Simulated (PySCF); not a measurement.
# C3H7ClOSi (SMILES C=CO[SiH2]CCl): what the fields show

```tsv
atom	x (Å)	y (Å)	z (Å)
C	2.8006	0.3135	0.1967
C	1.7395	-0.4262	-0.0702
O	0.4817	0.0541	0.0428
Si	-0.9607	-0.6424	-0.2222
C	-2.1503	0.7812	0.1910
Cl	-3.8144	0.1976	-0.0467
H	3.7917	-0.0868	0.1011
H	2.7002	1.3352	0.5171
H	1.8174	-1.4573	-0.3931
H	-1.1138	-1.0512	-1.6186
H	-1.1853	-1.7762	0.6749
H	-2.0295	1.6451	-0.4582
H	-2.0816	1.1138	1.2241
```

Geometry: GFN2-xTB.

Level of theory: PBE0/pcSseg-1, SCF density, gas phase, non-relativistic in PySCF 2.14.0.

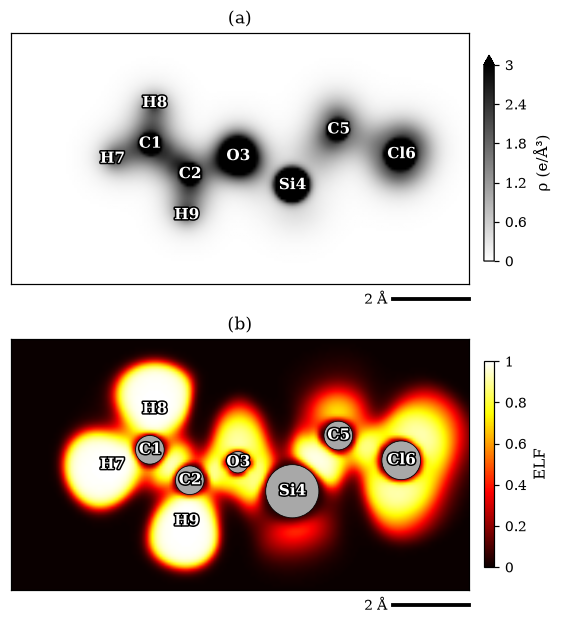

Figure 1. (a) electron density; (b) ELF on the plane of atoms C2, O3 and Si4. Grey discs cover the atomic cores in the ELF map.

What do the fields say about this system?

Answer. The plane passes through C, O, Si, Cl and H nuclei.
C–C (1.32 Å): the density is about 2.4 e/Å³ at the midpoint; the ELF peaks at about 0.95 between the atoms (a multiple bond).
C–O (1.35 Å): the density is about 2.3 e/Å³ at the midpoint, with its minimum of 1.9 e/Å³ about 0.5 Å from C; the ELF peaks at about 0.90 between the atoms; a shared but strongly polarised pair.
Si–O (1.62 Å): ρ is about 1.1 e/Å³ halfway; the ELF peaks at about 0.85 between the atoms: a short, strongly polar bond.
C–Cl (1.78 Å): the density is about 1.3 e/Å³ at the midpoint; the ELF peaks at about 0.85 between the atoms: localised, covalent bonding.
C–Si (1.90 Å): ρ is about 0.95 e/Å³ halfway; the ELF peaks at about 1 between the atoms: localised, covalent bonding.
The ELF also peaks beside Cl6 and O3, away from the bonds: lone-pair regions.

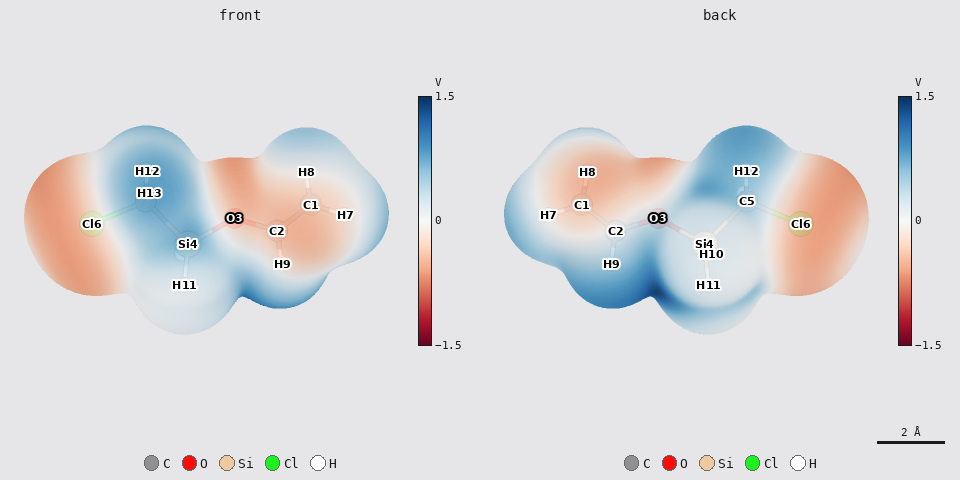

Figure 2. The electrostatic potential painted on the density surface at 0.001 e/bohr³, seen from the front and from behind; red is negative and blue positive.

Which sites attract a positive test charge, and which a negative one?

Answer. A positive charge is drawn to the negative regions and a negative charge to the positive ones. The most negative region (about −0.6 V) lies over O3 and Cl6, the most positive (about +1.3 V) over Si4.

What dipole moment does the calculation give?

Answer. Its dipole moment is 1.70 D.
